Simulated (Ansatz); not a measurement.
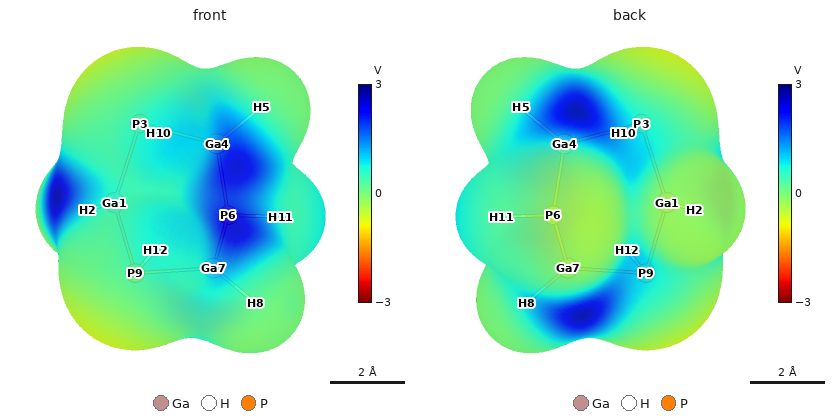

Figure. Ga$_{3}$H$_{6}$P$_{3}$ ((HGaPH)3 ring). The molecular electrostatic potential painted on the density surface at 0.002 e/bohr³, seen from the front and from behind; red is negative and blue positive.

Geometry: PBE0-D4/def2-SVP.

All numbers below come from RKS PBE0-D4/def2-TZVP in Ansatz.

```yaml
atoms:
  - { symbol: Ga, position_ang: [-1.6994, 0.1039, 1.0235] }
  - { symbol: H, position_ang: [-3.1017, -0.0673, 0.3352] }
  - { symbol: P, position_ang: [-0.7863, 2.2308, 0.9902] }
  - { symbol: Ga, position_ang: [0.4274, 1.6096, -0.9039] }
  - { symbol: H, position_ang: [1.5438, 2.5607, -1.4606] }
  - { symbol: P, position_ang: [-0.0701, -0.3474, -2.0242] }
  - { symbol: Ga, position_ang: [0.5699, -1.7763, -0.3269] }
  - { symbol: H, position_ang: [1.7727, -2.7586, -0.5488] }
  - { symbol: P, position_ang: [-0.6238, -1.8389, 1.6771] }
  - { symbol: H, position_ang: [0.3816, 1.9595, 1.7786] }
  - { symbol: H, position_ang: [1.0794, -0.4409, -2.8637] }
  - { symbol: H, position_ang: [0.5063, -1.2352, 2.3234] }
```

Q: Which sites attract a positive test charge, and which a negative one?

A: A positive charge is drawn to the negative regions and a negative charge to the positive ones. The most negative region (about −0.6 V, or −14 kcal/mol for a unit charge) lies over P3 and P9, the most positive (about +2.6 V, or +60 kcal/mol for a unit charge) over Ga1, Ga4 and Ga7.
